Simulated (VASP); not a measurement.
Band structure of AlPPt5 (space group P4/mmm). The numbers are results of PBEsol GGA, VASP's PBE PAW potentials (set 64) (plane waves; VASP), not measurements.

Unless said otherwise, spin-orbit coupling is left out, though it shifts the bands of the heavy elements here.

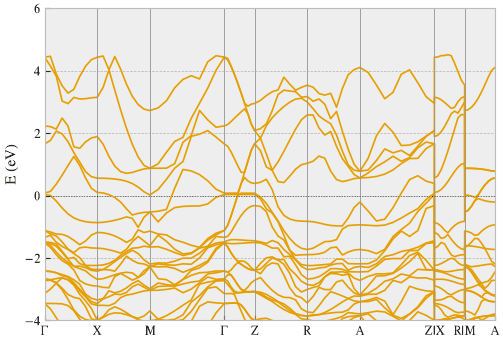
Figure. Bands along high-symmetry lines, zero at the valence-band maximum or, without a gap, the Fermi level

Question: Read the plot: is there a gap, and where are the band edges?

Answer: It has no gap at this level: it comes out as a metal or semimetal. (Edges off the drawn lines would not show.)

The structure comes from a computed database's AlPPt5 entry (P4/mmm); how it stands against other phases isn't given here. It was relaxed first.
